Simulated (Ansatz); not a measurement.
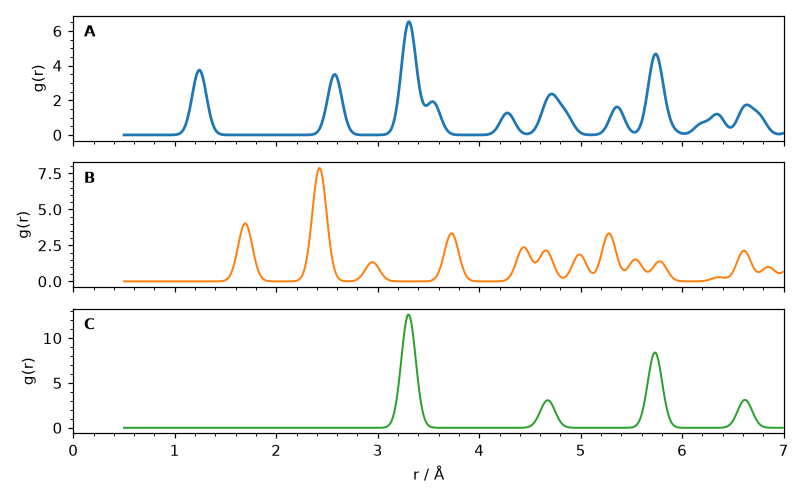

Partial pair correlation functions g(r) computed from the static structure of BeC2, each distance broadened by a Gaussian of σ = 0.07 Å. It is based on the end point of a relaxation (final pressure about 14 GPa) with Ansatz, DFT PBE, scalar-relativistic, plane waves, PAW; the starting structure was generated, so it need not be a known form of this composition.

```
CELL_PARAMETERS angstrom
3.31771 0.00000 0.00000
0.00000 3.31771 0.00000
0.00000 0.00000 4.65364
ATOMIC_POSITIONS crystal
Be 0.00000 0.00000 0.00000
C 0.00000 0.00000 0.63419
C 0.00000 0.00000 0.36581
Be 0.50000 0.50000 0.50000
C 0.50000 0.50000 0.13419
C 0.50000 0.50000 0.86581
```

Q: The panels are unlabelled. Name the pair for each.

A: panel A is C–C (first distance 1.25 Å); panel B is Be–C (first distance 1.70 Å); panel C is Be–Be (first distance 3.30–3.32 Å).

Q: Give the first two coordination shells of each pair (distances closer than 0.12 Å counted as one shell; neighbours averaged over all atoms of the first element).

A:
```json
{"pair": "C–C", "first shell (Å)": "1.25", "neighbours in it": "1 C per C", "second shell (Å)": "2.58", "neighbours in the second": "4"}
{"pair": "Be–C", "first shell (Å)": "1.70", "neighbours in it": "2 C per Be", "second shell (Å)": "2.43", "neighbours in the second": "8"}
{"pair": "Be–Be", "first shell (Å)": "3.30–3.32", "neighbours in it": "12 Be per Be", "second shell (Å)": "4.65–4.69", "neighbours in the second": "6"}
```
